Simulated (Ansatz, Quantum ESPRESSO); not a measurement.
# TlBi (Pm-3m): from the cell to the phonon bands, part 3 of 3

How does TlBi (Pm-3m) vibrate, and is this structure a minimum?

Quantum ESPRESSO 7.5; DFT LDA, scalar-relativistic, plane waves, PseudoDojo norm-conserving pseudopotentials.

So far, lowest frequency on the path (cm⁻¹): step 9 (interpolated phonon bands) -12.5. Also highest frequency (cm⁻¹): step 9 85.5. The relaxed cell has a = 3.850 Å (conventional setting).

### 10. Density of states

Sums over the zone need many more wavevectors than were solved, so the interpolation is sampled on a dense mesh.

matdyn.in reads:

```
&input
   asr = 'crystal'
   flfrc = 'x.fc'
   dos = .true.
   fldos = 'x.dos'
   nk1 = 12
   nk2 = 12
   nk3 = 12
   deltaE = 1.0
   la2F = .true.
/
```

The run is started by

```console
$ matdyn.x -in matdyn.in > matdyn.out
```

Numbers of over 12 decimals in the logs are rounded to 6 here.

Log:

```text
[banner, memory and clock lines left out]
Program MATDYN v.7.5

 mass for atomic type   1 not given; uses mass from file x.fc
 mass for atomic type   2 not given; uses mass from file x.fc
 Norm of the difference between old and new effective charges:    0.000000

 Norm of the difference between old and new force-constants:   1.20992e-05

     Message from routine matdyn:
     Z* not found in file x.fc, TO-LO splitting at q=0 will be absent!
 Norm of the difference between old and new effective charges:    0.000000

 Norm of the difference between old and new force-constants:   1.25611e-07

 Norm of the difference between old and new effective charges:    0.000000

 Norm of the difference between old and new force-constants:   0.000192178

 Norm of the difference between old and new effective charges:    0.000000

 Norm of the difference between old and new force-constants:   0.000420391

 Norm of the difference between old and new effective charges:    0.000000

 Norm of the difference between old and new force-constants:   0.000378016

 Norm of the difference between old and new effective charges:    0.000000

 Norm of the difference between old and new force-constants:   0.000386297

 Norm of the difference between old and new effective charges:    0.000000

 Norm of the difference between old and new force-constants:   0.000685908

 Norm of the difference between old and new effective charges:    0.000000

 Norm of the difference between old and new force-constants:   0.00102695

 Norm of the difference between old and new effective charges:    0.000000

 Norm of the difference between old and new force-constants:   0.00136499

 Norm of the difference between old and new effective charges:    0.000000

 Norm of the difference between old and new force-constants:   0.00176052

 Norm of the difference between old and new effective charges:    0.000000

 Norm of the difference between old and new force-constants:   0.00227131

Note: The following floating-point exceptions are signalling: IEEE_UNDERFLOW_FLAG
```

Elapsed: 2.6 s, on 1 thread of Arm Neoverse V2, shared host.

Read from the output:

```yaml
share_of_modes_beyond_3i_cm_minus1_on_the_dense_interpolated_mesh: 0.0043
```

The phonon density of states has structure finer than the step of the table below, so its rows give means over 5 cm⁻¹, whole bins alone (the curve runs from -12.5 to 85.5 cm⁻¹). Peaks (cm⁻¹: height): total 27.5: 0.0840, 50.5: 0.155, 57.5: 0.115, 76.5: 0.180; Bi 27.5: 0.0496, 50.5: 0.141, 76.5: 0.0722; Tl 27.5: 0.0344, 57.5: 0.0832, 76.5: 0.108.

Tetrahedra. Table of phonon density of states by wavenumber; means over each step; values in 1/cm⁻¹/cell:

```tsv
wavenumber (cm⁻¹)	total	Bi	Tl
-5	0.00425	0.00238	0.00188
0	0.00633	0.00354	0.00279
5	0.0115	0.00634	0.00513
10	0.0267	0.0146	0.0121
15	0.0397	0.0219	0.0178
20	0.0624	0.0348	0.0276
25	0.0746	0.0427	0.0319
30	0.0719	0.0423	0.0297
35	0.0604	0.0356	0.0249
40	0.0549	0.0335	0.0214
45	0.0762	0.0505	0.0257
50	0.102	0.0852	0.0172
55	0.0669	0.0143	0.0526
60	0.102	0.0327	0.0697
65	0.0866	0.0324	0.0542
70	0.0731	0.0289	0.0442
75	0.140	0.0559	0.0841
80	0.110	0.0451	0.0652
```

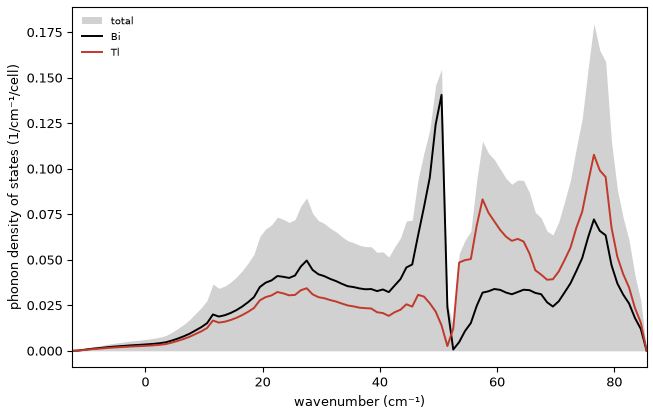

Phonon density of states against wavenumber.

### 11. Cross-check with Ansatz

The same cell goes through another code at the same cutoff. The files are of one family, but Ansatz's library holds files of its own making for some heavy elements, so those for Bi and Tl may differ. Its k mesh is centred on Γ.

This step: DFT LDA, scalar-relativistic, plane waves, norm-conserving pseudopotentials of its library (PseudoDojo's, some remade) (Ansatz 0.2.0).

input.yaml reads:

```yaml
crystal:
  lattice:
    - [3.84973512, 0.0, 0.0]
    - [0.0, 3.84973512, 0.0]
    - [0.0, 0.0, 3.84973512]
  atoms:
    - { symbol: Tl, position: [0.0, 0.0, 0.0] }
    - { symbol: Bi, position: [0.5, 0.5, 0.5] }
kpoints:
  mp_grid: { grid: [8, 8, 8] }
hamiltonian:
  xc: lda
  pseudopotentials: { kind: nc, accuracy: standard }
scf:
  occupations: { method: cold, width: 0.27211 }
output:
  eigenvalues: true
basis:
  ecutwfc: 952.399
phonons:
  method: dfpt
  qmesh: [2, 2, 2]
  temperatures: { t_max: 1000, t_step: 50 }
  qpath:
    path:
      - [[0.0, 0.0, 0.0], [0.0, 0.5, 0.0], [0.5, 0.5, 0.0], [0.0, 0.0, 0.0], [0.5, 0.5, 0.5], [0.0, 0.5, 0.0]]
      - [[0.5, 0.5, 0.5], [0.5, 0.5, 0.0]]
    npoints: 12
  electrical_resistivity: { temperatures: [77, 300], mesh: [16, 16, 16] }
```

The run is started by

```console
$ ansatz run input.yaml --threads 8 --pin off --max-ram 16384MiB --backend cpu --events-out ev --progress --plain --runs-dir out
```

Log:

```text
Engine: ansatz 0.2.0, aarch64-unknown-linux-gnu
Pseudopotentials: kind: nc
Pseudopotential: Tl, nc, valence charge 13, recommended cutoff 843.552974 eV (normal), Tl.nc.azcp (PseudoDojo's, or run here from an input of PseudoDojo's; its table is named by hamiltonian.pseudopotentials.accuracy)
Pseudopotential: Bi, nc, valence charge 15, recommended cutoff 952.398519 eV (normal), Bi.nc.azcp (PseudoDojo's, or run here from an input of PseudoDojo's; its table is named by hamiltonian.pseudopotentials.accuracy)
Functional definition: SPW92
  exchange = slater_x
  correlation = pw_c
Crystal: 2 atoms, lattice volume = 57.055 Å³
Basis set: ecut = 952.399 eV, 3791 PW (Γ), exchange–correlation on 80×80×80 points (8 copies of the dense FFT grid, shifted against one another)
Bands: 18, of which v1, the nominal top of the filled ones, is band 14 counted from 1 (13 counted from 0)
Symmetry: 48 space group operations
k-points: 35 of 512
Non-local potential: Tl, projectors of the file, l = 0: 2, l = 1: 2, l = 2: 2
Non-local potential: Bi, projectors of the file, l = 0: 2, l = 1: 2, l = 2: 2, l = 3: 2
Initial density: superposition of atomic densities (chi_scale 0.1, normalization cell, long waves kept (reshape's long-wave potential 0.00 eV rms))
Initial wavefunctions: pseudopotential atomic-orbital guess
Functional: x = slater, c = lda
SCF iter   1: F=—  HF=-3873.624802 eV  |F-HF|=—  |Δ(HF+E_count)|=         —  Δρ=1.91e-2  dr2=5.27e-1  ethr=3.10e-3  ⟨swp⟩=7.0  Hψ=6724  notcnv=0  defer=1
automatic band count: the SCF goes on with 22 bands, as 18 were too few: the levels above may hold too much charge
preconditioner: auto → Kerker (q_TF=auto, 2.423 Å⁻¹)  [metal: Δε(μ)=0.033 eV  Ē_g=20.422 eV  σ=0.272 eV  W_gap=0.08  n_scr=18 (ndim 8)  ℏωp=26.0 eV  f_vac=0.000  D(μ)=0.87/eV (n_scr^D=6)]
SCF iter   2: F=—  HF=-3873.492576 eV  |F-HF|=—  |Δ(HF+E_count)|=   1.32e-1  S|Δr|=    0.00e0  Δρ=1.15e-2  dr2=2.05e-1  ethr=1.88e-3  ⟨swp⟩=1.0  Hψ=1050  notcnv=0  defer=1
SCF iter   3: F=—  HF=-3873.410903 eV  |F-HF|=—  |Δ(HF+E_count)|=   8.17e-2  S|Δr|=    0.00e0  Δρ=2.17e-3  dr2=1.56e-3  ethr=7.32e-4  ⟨swp⟩=2.3  Hψ=1165  notcnv=0  defer=1
SCF iter   4: F=—  HF=-3873.410356 eV  |F-HF|=—  |Δ(HF+E_count)|=   5.47e-4  S|Δr|=    0.00e0  Δρ=9.34e-4  dr2=1.83e-4  ethr=5.56e-6  ⟨swp⟩=2.3  Hψ=1343  notcnv=0  defer=39
SCF iter   5: F=—  HF=-3873.410274 eV  |F-HF|=—  |Δ(HF+E_count)|=   8.19e-5  S|Δr|=    0.00e0  Δρ=1.52e-4  dr2=5.57e-6  ethr=6.53e-7  ⟨swp⟩=2.7  Hψ=1135  notcnv=0  defer=39
SCF iter   6: F=—  HF=-3873.410275 eV  |F-HF|=—  |Δ(HF+E_count)|=   3.56e-7  S|Δr|=    0.00e0  Δρ=2.36e-5  dr2=1.89e-7  ethr=1.99e-8  ⟨swp⟩=2.1  Hψ=987  notcnv=0  defer=39
[...]
--- Band table (eV; the first three rows and the last of 35) ---
  k-point 0: bands = [... 10 lower, 0.4184, 7.2383, 11.1128, 11.1128, 11.1128, 16.7186, 16.7186, 20.1098, ... 4 higher]
  k-point 1: bands = [... 10 lower, 0.4181, 6.7217, 11.1551, 11.3155, 11.3155, 16.8114, 17.5690, 18.9012, ... 4 higher]
  k-point 2: bands = [... 10 lower, 0.4173, 5.5527, 11.4601, 11.8940, 11.8940, 16.6531, 17.0863, 18.0560, ... 4 higher]
  k-point 34: bands = [... 10 lower, 1.8450, 7.2480, 10.0048, 10.0048, 10.0048, 11.5387, 11.5387, 11.5387, ... 4 higher]
--- Phonons (Γ-DFPT): 2 representative perturbations + reference (Σ response iterations 7) ---
  ASR residual: 1.256e-4 → 0.000e0 eV/Å²; symmetrization residual: 2.281e-7 eV/Å²
  ASR residual per site (eV/Å²): 4.12e-5 1.26e-4
  Γ frequencies (cm⁻¹): 0.00 0.00 0.00 68.39 68.39 68.39
--- Phonons (arbitrary-q DFPT): 4 irreducible q on the 2×2×2 mesh ---
  q = [0.0000, 0.0000, 0.0000] (star 1, of the zone-centre solve; hermiticity 2.57e-7, symmetrization 3.25e-14): 0.00 0.00 0.00 68.39 68.39 68.39
  q = [0.0000, 0.0000, -0.5000] (star 3, 4 solved perturbations in 400 linear systems a pass and spin channel, the states on 125 of 512 k-point pairs; hermiticity 1.49e-10, symmetrization 4.11e-11, the responses' own estimated error 1.1e-7 eV/Å²): 50.65 50.65 50.92 50.92 53.20 66.59
  q = [0.0000, -0.5000, -0.5000] (star 3, 4 solved perturbations in 400 linear systems a pass and spin channel, the states on 125 of 512 k-point pairs; hermiticity 9.33e-11, symmetrization 4.87e-12, the responses' own estimated error 1.2e-7 eV/Å²): -12.78 -12.78 51.43 52.97 85.04 85.04
  q = [-0.5000, -0.5000, -0.5000] (star 1, 2 solved perturbations on 75 of 512 k-point pairs; hermiticity 6.90e-12, symmetrization 7.87e-12, the responses' own estimated error 9.9e-8 eV/Å²): 48.32 48.32 48.32 65.67 65.67 65.67
  sum rule: each row above includes the acoustic sum rule's correction from the zone centre's row sums; it moved no ω² by more than (0.40 cm⁻¹)²
  mesh force constants: q→R imaginary residual 3.36e-17; ASR residual 1.256e-4 → 0.000e0 eV/Å²; symmetrization residual 3.109e-15 eV/Å²
  interpolated dispersion: 74 rows × 6 modes
  density of states and harmonic sums: on the 16×16×16 q-mesh, interpolated from the force constants of a 2×2×2 supercell (no non-analytic term)
  largest difference from the sums on the solved wave vectors: F 3.58e-1 eV, S 4.49e-4 and C_V 9.15e-5 eV/K
  zero-point energy: 0.018819 eV/cell   skipped modes (ω ≤ 0): 20, of them read as no rigid motion or as one in doubt: 17 (6.885e-2 modes/cell left out, lowest -12.78 cm⁻¹)   left out of the sums: 1.16e-2 of the cell's modes: C_V's classical limit lies that fraction below 3 k_B per atom; for a crystal, a wire or a layer, F and S can be off by more, and a phonons.interpolated_qmesh denser along its periods is the remedy for the sampling
Error: electrical resistivity: the mode of lowest frequency at the wavevector [0.0000, -0.5000, -0.5000] is imaginary, -12.78 cm⁻¹ (written negative): the force constants describe an unstable lattice; relax the structure, enlarge phonons.supercell (under dfpt, kpoints.mp_grid), or, with a block electrical_resistivity or superconductivity, name a file of force constants under which the crystal is stable (phonons.electron_phonon_force_constants)
The harmonic force constants that this run solved are whole in <dir>
[key lines of the parts left out:]
SCF converged after 9 iterations
Free energy (F): -3873.410282 eV
Fermi energy:    11.577537 eV
```

Wall time 44 s (8 threads); peak memory 1.3 GiB.

The run ended with an error: “electrical resistivity: the mode of lowest frequency at the wavevector [0.0000, -0.5000, -0.5000] is imaginary, -12.78 cm⁻¹ (written negative): the force constants describe an unstable lattice”.

The phonons were solved, but the coupling sums need a stable lattice.

### 12. What came out

- space group after relaxation: Pm-3m
- volume per atom: 28.5 Å³
- highest optical zone-centre mode (no LO-TO term): 68.7 cm⁻¹
- q mesh: 2×2×2
- lowest mode on the q mesh (acoustic ones at the zone centre apart): -12.5 cm⁻¹
- imaginary modes on the q mesh: yes

TlBi (Pm-3m) is unstable: a mode solved on the 2×2×2 mesh is imaginary, 12i cm⁻¹; its spectrum reaches 86 cm⁻¹. At the LDA level the optical modes of TlBi (Pm-3m) at the zone centre lie at 69 cm⁻¹. The most unstable solved mode lies at q = (0, -0.5, -0.5), on the zone boundary, so the distortion that it points to doubles the cell. These are harmonic frequencies at zero temperature: anharmonic shifts and linewidths and thermal expansion are left out. Spin-orbit coupling is left out, which can matter for the heavy elements here. In a metal the frequencies hang on the k mesh and the smearing, most of all near Kohn anomalies. The λ that matdyn.x prints is not taken as a result: on such q meshes it can be far off, most of all in cells of several atoms. The q mesh stands for a supercell only 7.7 Å across, so branches between the solved wavevectors are rough. The structure comes from a database and need not be the phase that is stable at ambient conditions.

[Host names and launcher messages were left out of these logs when they were recorded.]

[Logs are printed without paths, hosts, clocks, repeated set-up lines and the standing remarks that a program may print on its own settings, such as how far it seeks lower states.]

[Hosts, paths, dates, database ids (printed as entryN), source tags and the programs' standing remarks are cut or masked in the printed files.]
